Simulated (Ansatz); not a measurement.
The parent structure is SrZrO$_{3}$ (space group P4mm, No. 99; a = 4.111 Å, c = 4.192 Å; a cell from a computed database, its experimental status unchecked).

Now apply this change: an isotropic linear strain of +2.91 %, atoms relaxed at fixed cell.

Computed with PBEsol in Ansatz (plane waves to 420 eV, PAW, spin-orbit coupling left out).

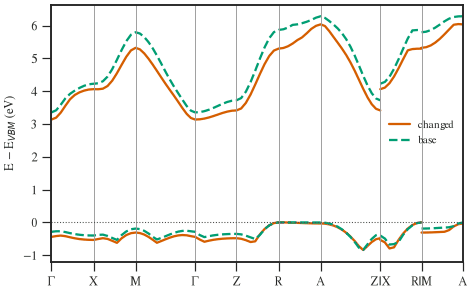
Highest valence and lowest conduction band along the path, each from its own valence-band maximum

Question: Read the changed gap and its character from the plot.

Answer: About 3.1 eV, indirect, R → Γ.

Whether these cells are dynamically stable was not tested.

Ansatz is a quantum-chemistry and plane-wave program.
